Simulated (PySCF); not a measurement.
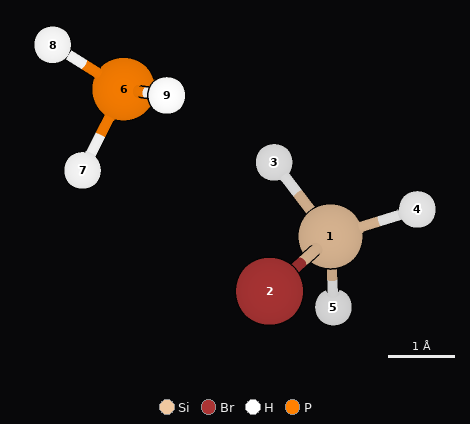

Fig. 1: The structure as given in the input (ball-and-stick view, seen at a tilt; atoms are numbered from 1 in the order of the input).

# Run report: SiPH6Br, geometry relaxation

The run: geometry relaxation of SiPH6Br, SMILES [SiH3]Br.P. Method and program: PBE0-D3(BJ)/def2-SVPD geometry optimisation, gas phase (PySCF 2.14.0).

**Output**
```
step   0  E = -3207.56344054  max force = 0.018145
step   1  E = -3207.56775167  max force = 0.005021
step   2  E = -3207.56787165  max force = 0.000687
step   3  E = -3207.56788982  max force = 0.000391
step   4  E = -3207.56792314  max force = 0.001586
step   5  E = -3207.56797207  max force = 0.002414
step   6  E = -3207.56801628  max force = 0.002057
step   7  E = -3207.56804304  max force = 0.000883
step   8  E = -3207.56805050  max force = 0.000169
optimisation converged
```

**Trajectory as extended XYZ (Å, eV, eV/Å), 9 frames, from step=0 to step=8**
```
9
Properties=species:S:1:pos:R:3:forces:R:3 step=0 energy=-87282.24696
Si   -0.1644    0.2509    0.0294   -0.2010   0.1252  -0.6724
Br    1.2524   -1.4031    0.1041    0.7387  -0.8543   0.0298
H    -1.0593   -0.0050   -1.1233   -0.1426   0.1011  -0.0206
H    -0.8469    0.2410    1.2981   -0.5848   0.1061   0.7749
H     0.6278    1.4635   -0.1440    0.1942   0.5566  -0.0856
P    -1.0459   -2.8475   -2.5659   -0.3348   0.9331   0.2969
H     0.3295   -2.8579   -2.8166    0.6514   0.1333  -0.1359
H    -1.2536   -3.9147   -3.4224   -0.2913  -0.7897  -0.6628
H    -0.8925   -3.6778   -1.4463   -0.0297  -0.3114   0.4757
9
Properties=species:S:1:pos:R:3:forces:R:3 step=1 energy=-87282.36428
Si   -0.2284    0.3384    0.0461   -0.0529   0.0745  -0.0430
Br    1.2263   -1.3534    0.1352    0.0482  -0.0567   0.0002
H    -1.1491    0.1027   -1.0964    0.0182  -0.0064  -0.0138
H    -0.9756    0.3626    1.3278   -0.0273  -0.0013   0.0652
H     0.5436    1.5970   -0.1337    0.0076  -0.0028  -0.0074
P    -0.9593   -2.9351   -2.5775    0.1903  -0.2582  -0.0005
H     0.4495   -2.9373   -2.8506   -0.1712   0.0055   0.0250
H    -1.2177   -4.0291   -3.4745    0.0105   0.1486   0.1136
H    -0.8196   -3.7936   -1.4359   -0.0234   0.0968  -0.1393
9
Properties=species:S:1:pos:R:3:forces:R:3 step=2 energy=-87282.36754
Si   -0.2317    0.3415    0.0468   -0.0335   0.0301  -0.0013
Br    1.2258   -1.3531    0.1360    0.0142  -0.0189   0.0027
H    -1.1469    0.1029   -1.0996    0.0081  -0.0027  -0.0031
H    -0.9800    0.3654    1.3321    0.0029  -0.0006   0.0014
H     0.5432    1.5981   -0.1350    0.0018  -0.0017   0.0002
P    -0.9520   -2.9388   -2.5746    0.0262  -0.0353  -0.0004
H     0.4473   -2.9438   -2.8533   -0.0067  -0.0021  -0.0037
H    -1.2214   -4.0218   -3.4689   -0.0138   0.0297   0.0079
H    -0.8159   -3.7967   -1.4425    0.0009   0.0015  -0.0038
9
Properties=species:S:1:pos:R:3:forces:R:3 step=3 energy=-87282.36804
Si   -0.2346    0.3442    0.0467   -0.0097   0.0056   0.0024
Br    1.2236   -1.3522    0.1382   -0.0003  -0.0017   0.0026
H    -1.1463    0.1036   -1.1018    0.0016   0.0001  -0.0010
H    -0.9830    0.3679    1.3323    0.0021   0.0012  -0.0062
H     0.5422    1.5995   -0.1351   -0.0003   0.0004   0.0016
P    -0.9460   -2.9404   -2.5709   -0.0065   0.0201   0.0079
H     0.4504   -2.9500   -2.8573    0.0183  -0.0102  -0.0071
H    -1.2286   -4.0153   -3.4684   -0.0134   0.0010  -0.0096
H    -0.8110   -3.8019   -1.4428    0.0082  -0.0164   0.0095
9
Properties=species:S:1:pos:R:3:forces:R:3 step=4 energy=-87282.36894
Si   -0.2420    0.3508    0.0459    0.0331  -0.0354   0.0048
Br    1.2163   -1.3492    0.1449   -0.0227   0.0259   0.0015
H    -1.1460    0.1065   -1.1074   -0.0091   0.0058   0.0019
H    -0.9920    0.3753    1.3305   -0.0040   0.0044  -0.0126
H     0.5389    1.6036   -0.1349   -0.0035   0.0041   0.0027
P    -0.9298   -2.9422   -2.5590   -0.0398   0.0816   0.0191
H     0.4601   -2.9700   -2.8688    0.0409  -0.0210  -0.0103
H    -1.2494   -3.9959   -3.4666   -0.0111  -0.0297  -0.0266
H    -0.7949   -3.8188   -1.4441    0.0162  -0.0356   0.0195
9
Properties=species:S:1:pos:R:3:forces:R:3 step=5 energy=-87282.37027
Si   -0.2550    0.3624    0.0436    0.0781  -0.0773   0.0069
Br    1.2012   -1.3426    0.1580   -0.0435   0.0542  -0.0002
H    -1.1471    0.1142   -1.1175   -0.0199   0.0120   0.0044
H    -1.0111    0.3901    1.3244   -0.0120   0.0073  -0.0167
H     0.5323    1.6117   -0.1341   -0.0065   0.0073   0.0030
P    -0.8978   -2.9438   -2.5343   -0.0594   0.1242   0.0304
H     0.4785   -3.0117   -2.8918    0.0522  -0.0286  -0.0128
H    -1.2888   -3.9554   -3.4601   -0.0089  -0.0508  -0.0377
H    -0.7619   -3.8550   -1.4485    0.0200  -0.0484   0.0226
9
Properties=species:S:1:pos:R:3:forces:R:3 step=6 energy=-87282.37148
Si   -0.2679    0.3743    0.0402    0.0866  -0.0833   0.0071
Br    1.1842   -1.3335    0.1734   -0.0427   0.0591   0.0000
H    -1.1497    0.1249   -1.1284   -0.0206   0.0127   0.0040
H    -1.0345    0.4074    1.3144   -0.0154   0.0065  -0.0141
H     0.5244    1.6210   -0.1326   -0.0065   0.0076   0.0018
P    -0.8607   -2.9451   -2.5048   -0.0492   0.1058   0.0281
H     0.4971   -3.0612   -2.9190    0.0387  -0.0231  -0.0101
H    -1.3312   -3.9062   -3.4484   -0.0054  -0.0449  -0.0315
H    -0.7241   -3.9000   -1.4565    0.0146  -0.0403   0.0148
9
Properties=species:S:1:pos:R:3:forces:R:3 step=7 energy=-87282.37221
Si   -0.2705    0.3775    0.0384    0.0454  -0.0417   0.0031
Br    1.1798   -1.3270    0.1817   -0.0199   0.0310   0.0004
H    -1.1507    0.1305   -1.1322   -0.0083   0.0063   0.0016
H    -1.0457    0.4143    1.3071   -0.0103   0.0024  -0.0059
H     0.5209    1.6253   -0.1315   -0.0032   0.0047   0.0006
P    -0.8474   -2.9447   -2.4919   -0.0180   0.0374   0.0113
H     0.5028   -3.0821   -2.9293    0.0111  -0.0070  -0.0024
H    -1.3470   -3.8861   -3.4430   -0.0009  -0.0176  -0.0116
H    -0.7092   -3.9210   -1.4619    0.0042  -0.0155   0.0029
9
Properties=species:S:1:pos:R:3:forces:R:3 step=8 energy=-87282.37241
Si   -0.2674    0.3764    0.0381    0.0023   0.0001  -0.0001
Br    1.1836   -1.3233    0.1842    0.0007   0.0018   0.0001
H    -1.1491    0.1315   -1.1322    0.0025   0.0004  -0.0010
H    -1.0477    0.4140    1.3038   -0.0026  -0.0007  -0.0007
H     0.5207    1.6266   -0.1307   -0.0004   0.0011   0.0009
P    -0.8503   -2.9442   -2.4909    0.0029  -0.0087  -0.0005
H     0.5011   -3.0819   -2.9275   -0.0047   0.0032   0.0020
H    -1.3463   -3.8873   -3.4440    0.0008   0.0027   0.0018
H    -0.7102   -3.9240   -1.4634   -0.0015   0.0001  -0.0025
```

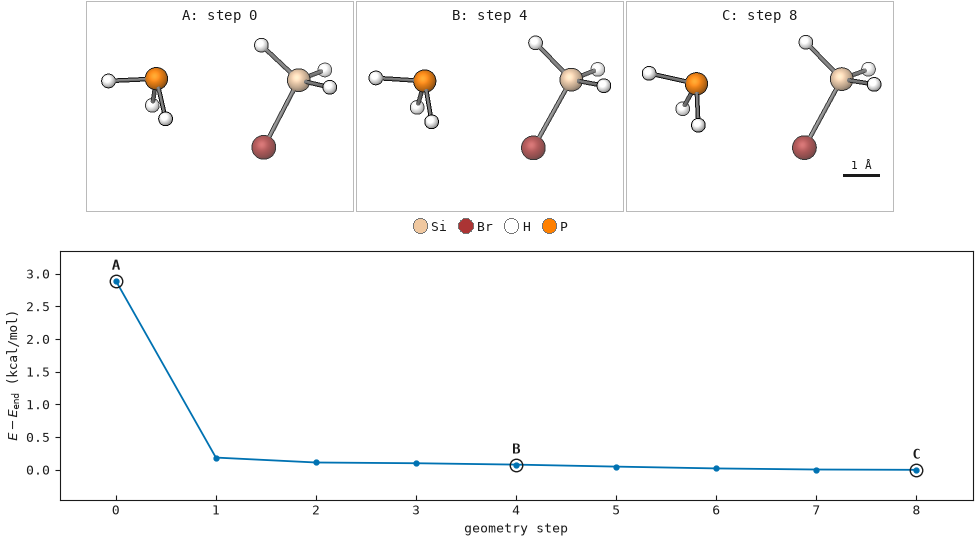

Fig. 2: Frames of the relaxation (ball-and-stick view, seen at a tilt) above the curves, on which the letters mark them (steps are counted from 0).

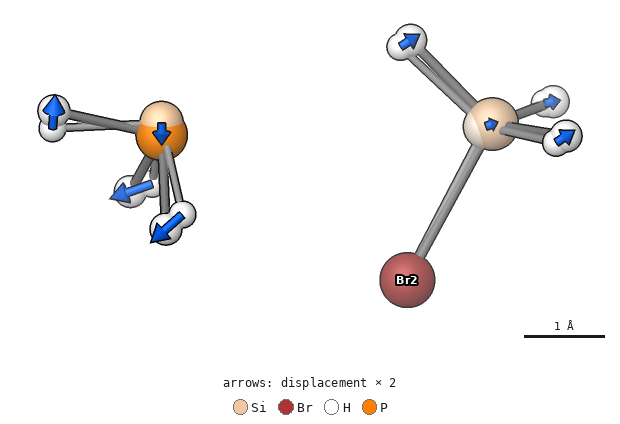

Fig. 3: Start (faint) and end (solid) with the displacements as blue arrows, magnified 2 times (ball-and-stick view, seen at a tilt). The two geometries are laid on each other by the best rigid fit. H7 moves most after the best rigid fit: 0.29 Å. By element the largest moves are H 0.29 Å, P 0.15 Å, Si 0.09 Å, Br 0.04 Å. Distances before and after: Si1–Br2 2.179 → 2.240 Å, Si1–H4 1.441 → 1.487 Å, P6–H8 1.384 → 1.430 Å, P6–H7 1.398 → 1.427 Å. Among the angles that change: H3–Si1–H4 113.4° → 111.3°. After 8 geometry steps the energy has fallen by 2.89 kcal/mol. The largest force component goes from 0.93 to 0.0087 eV/Å. (Atoms are counted from 1 in the order of the input.)

This output came from the following input.

**Input file**
```
{"job": {"xc": "PBE0", "basis": "def2-SVPD", "d3": "d3bj", "grid": 2, "kind": "geom", "shake": 0.01}, "charge": 0, "multiplicity": 1, "parts": [{"atoms": "0-4", "charge": 0, "multiplicity": 1}, {"atoms": "5-8", "charge": 0, "multiplicity": 1}]}
Si    -0.164356     0.250944     0.029368
Br     1.252415    -1.403129     0.104101
H     -1.059316    -0.005042    -1.123333
H     -0.846865     0.241008     1.298078
H      0.627784     1.463553    -0.143965
P     -1.045884    -2.847473    -2.565952
H      0.329494    -2.857942    -2.816555
H     -1.253654    -3.914743    -3.422411
H     -0.892465    -3.677835    -1.446295
```

The first line tells a small driver script what to run in PySCF; the rest is the geometry in Å.

Launch command:
```bash
OMP_NUM_THREADS=1 python <driver script> task.json out
```

**Key numbers**

```csv
quantity,value
outcome,converged
total energy,−3207.568050 hartree
dipole moment,0.91 D
point group,C1
hardware,"1 CPU thread, shared host"
wall time,65 s
peak memory,0.57 GiB
```
